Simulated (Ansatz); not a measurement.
**CH4O2Se (SMILES OC(O)[SeH]): density, localisation and related maps**

Input file:

```
basis:
  gaussian: {orbitals: def2-TZVPD}
crystal:
  periodic: [false, false, false]
  atoms:
    - {symbol: C, position_ang: [-0.519021, -0.370488, 1.264313]}
    - {symbol: O, position_ang: [-0.334449, -1.691963, 1.626746]}
    - {symbol: O, position_ang: [-0.747213, 0.507804, 2.303115]}
    - {symbol: Se, position_ang: [-2.046655, -0.326795, -0.067886]}
    - {symbol: H, position_ang: [-1.162777, -2.037269, 1.993685]}
    - {symbol: H, position_ang: [0.397394, -0.045922, 0.756598]}
    - {symbol: H, position_ang: [-1.647882, 0.370551, 2.634996]}
    - {symbol: H, position_ang: [-2.219617, 1.137188, 0.007393]}
hamiltonian: {xc: pbe0}
output: {forces: true, orbitals: {seedname: orbitals}}
```

Command:

```sh
ansatz run input.yaml --threads 2 --pin off --max-ram 4350MiB --events-out events.jsonl --progress --plain --runs-dir runs
```

Geometry: B3LYP-D3(BJ)/def2-SVP.

Level of theory: isolated molecule in a Gaussian basis; Kohn-Sham density functional theory, functional PBE0 (Ansatz).

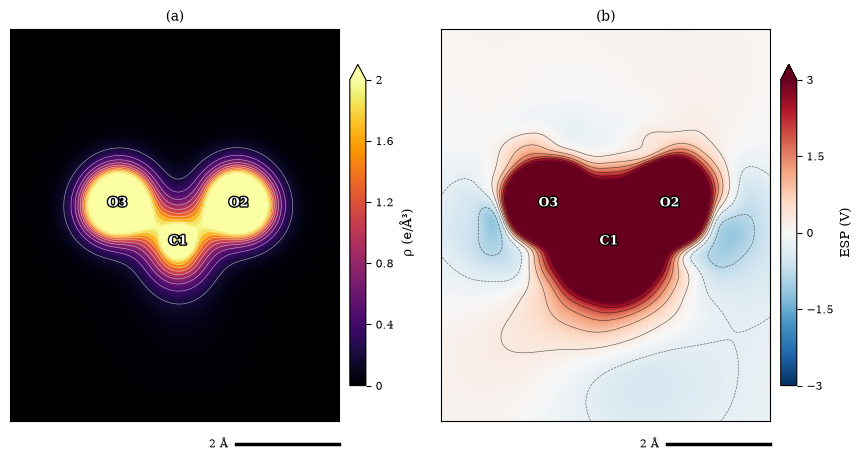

Figure 1. (a) total electron density; (b) molecular electrostatic potential on the plane of atoms O2, C1 and O3.

What do the fields say about this system?

Answer. The section cuts through C and O sites.
C–O (1.38 Å): the density is about 2.3 e/Å³ at the midpoint, with its minimum of 2 e/Å³ about 0.5 Å from C.
Outside the dense part of the molecule the potential is most negative (−1.2 V) near O3.

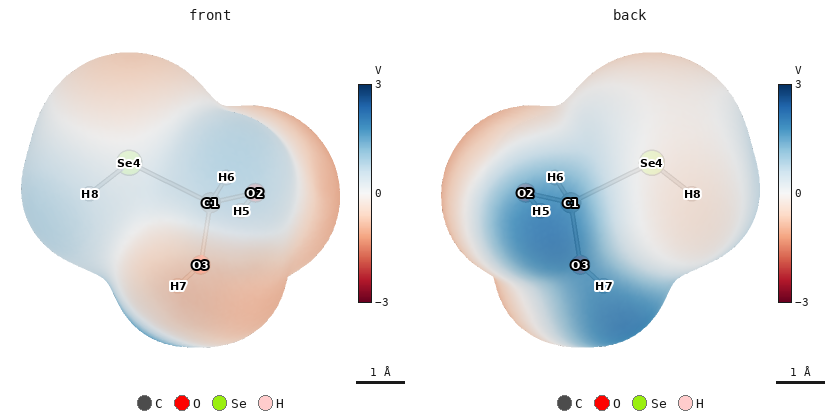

Figure 2. The electrostatic potential painted on the density surface at 0.001 e/bohr³, seen from the front and from behind; the colour scale runs from red (negative) to blue (positive).

Describe the electrostatic potential map.

Answer. The most negative region (about −1.0 V) lies over O2 and O3, the most positive (about +2.1 V) over H5 and H7.

What dipole moment does the calculation give?

Answer. Its dipole moment is 1.51 D.

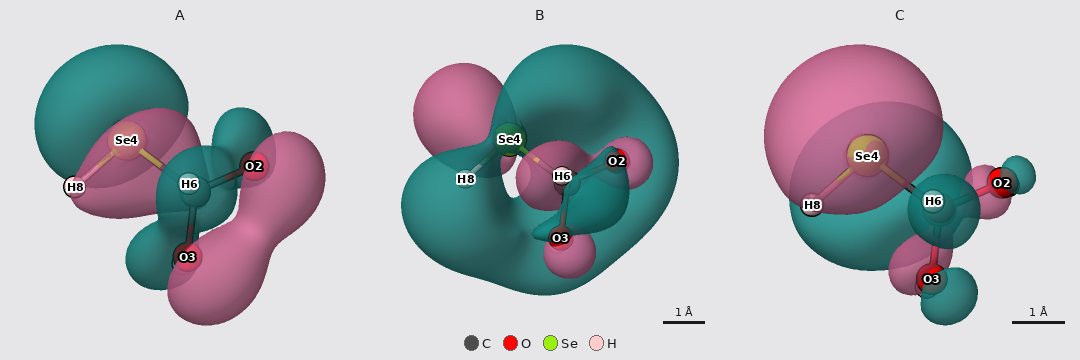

Figure 3. Three frontier orbitals at ±0.05 Å⁻³ᐟ² (teal and pink are the two phases), in no order.

Order the three orbitals by energy and name them.

Answer. A is the HOMO−1 (−8.28 eV). By Hirshfeld shares it lies mainly on Se4 (about 40 %), O3 (about 20 %), O2 (about 15 %) and C1 (about 15 %). C is the HOMO (−7.08 eV). It lies mainly on Se4 (about 85 %); largely a lone pair of Se4. B is the LUMO (−0.67 eV). Its weight (Hirshfeld) is mainly on Se4 (about 40 %), H5 (about 15 %), C1 (about 15 %), H8 (about 10 %) and H7 (about 10 %).

What is the HOMO–LUMO gap?

Answer. 6.41 eV between the orbital energies.
